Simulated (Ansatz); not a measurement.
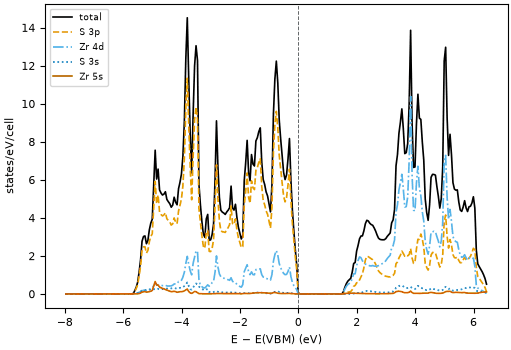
Fig. 1. Total and projected density of states of ZrS3 in space group P2_1/m (No. 11; Zr on 2e, S on 2e, S on 2e, S on 2e), plane-wave PAW r²SCAN (Ansatz code)

Problem. Which orbitals carry the states next to the gap?

Solution. Top 1 eV of the valence band: S 3p 80 %, Zr 4d 17 %. Bottom 1 eV of the conduction band: Zr 4d 55 %, S 3p 36 %. Projections are on Löwdin-orthogonalised atomic valence shells; empty p or d shells of many metals are not among them.

Problem. Where is the tallest occupied peak in this window, and what makes it?

Solution. Near -3.8 eV, about 15 states/eV per cell; the largest projected share is S 3p.

The workflow started from a Materials Project entry (that database holds measured and hypothetical structures alike); the Crystallography Open Database copy checked does not list it. Its standing as an ambient phase is unchecked. Symmetry was held in the r²SCAN relaxation; whether a distortion lowers the energy is not shown. No spin polarisation was allowed. A crystal of weakly bound layers computed without a dispersion correction: the cell and the soft elastic constants depend strongly on that. Spin–orbit coupling is left out wherever it is not named.

Potentials: the earlier of the program's two PAW sets.
